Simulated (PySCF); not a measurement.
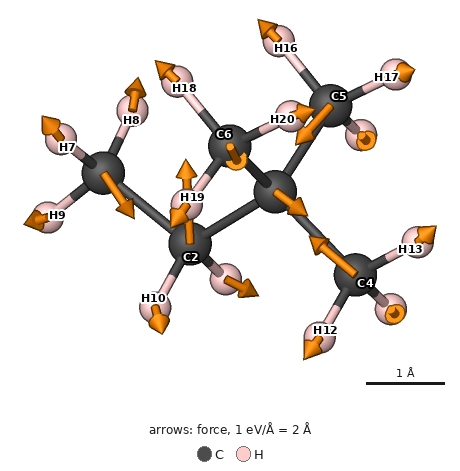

Starting geometry of C$_{6}$H$_{14}$ with the computed forces as orange arrows. A ball-and-stick model, seen from a free direction.

The start comes from MMFF94s.

These are results of PySCF 2.14.0, density-fitted response routines, PBE0-D3(BJ)/def2-SVP geometry optimisation, gas phase, not measurements. 

Question: Is this structure relaxed? If not, where do the atoms go?

Answer: It isn't relaxed: the largest force vector, on a C atom, is 0.57 eV/Å. The final displacements follow the starting forces only in part (cosine between the two patterns 0.34). An H atom moves most after the best rigid fit: 0.036 Å. By element the largest moves are H 0.036 Å, C 0.018 Å. Near-neighbour distances that change, for instance: C–C 1.541 → 1.531 Å, C–C 1.550 → 1.541 Å, C–H 1.093 → 1.101 Å. Over 3 geometry steps the energy falls by 0.50 kcal/mol.
